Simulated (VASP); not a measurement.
Band structure of CuF (relaxed from the NiAs type structure, space group P6_3/mmc). All values below come from r2SCAN meta-GGA, VASP's PBE PAW potentials (set 64) (plane waves; VASP 6.6.1).

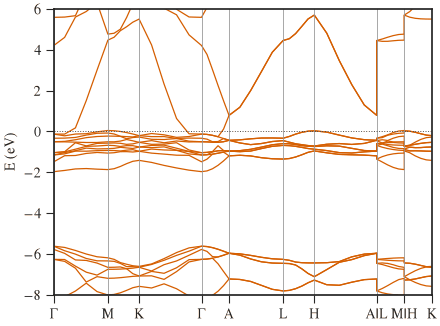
*Bands along high-symmetry lines, zero at the valence-band maximum or, without a gap, the Fermi level*

**Question.** Read the plot: is there a gap, and where are the band edges?

**Answer.** It has no gap at this level: it comes out as a metal or semimetal.

The structure was generated: CuF was put into the NiAs type type (P6_3/mmc), which need not be its known phase. It was relaxed first, which changed the volume by +39 %.
